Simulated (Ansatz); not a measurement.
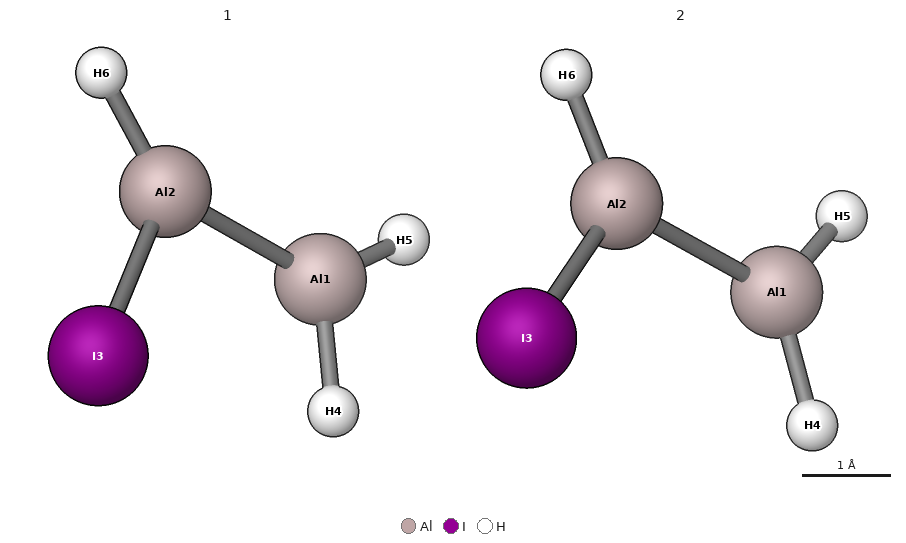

Two geometries of Al2H3I, drawn at one scale. One is the start of a relaxation, the other its converged end. Style: ball-and-stick. Shown from a free direction.

All numbers below come from Ansatz 0.2.0, RKS PBE0-D4/def2-TZVP. Settings: force threshold 0.005 eV/Å; at most 200 steps.

Question: Which one is relaxed?

Answer: Structure 2 is the relaxed one. Over 6 geometry steps the energy falls by 11.0 kJ/mol. The largest force component goes from 0.48 to 0.002 eV/Å. The atom that moves furthest after the best rigid fit is H4 (0.42 Å). Largest moves by element: H 0.42 Å, I 0.41 Å, Al 0.16 Å. Among the contacts that change: Al1–Al2 2.522 → 2.599 Å, Al2–I3 2.538 → 2.494 Å, Al2–H6 1.571 → 1.588 Å, Al1–H4 1.578 → 1.589 Å. Bond angles that change, for instance: Al2–Al1–H5 138.2° → 121.6°, Al2–Al1–H4 107.2° → 120.2°, Al1–Al2–I3 105.4° → 116.3°. Cost: 9 s on 2 threads of AMD EPYC 9B45, on a shared host.
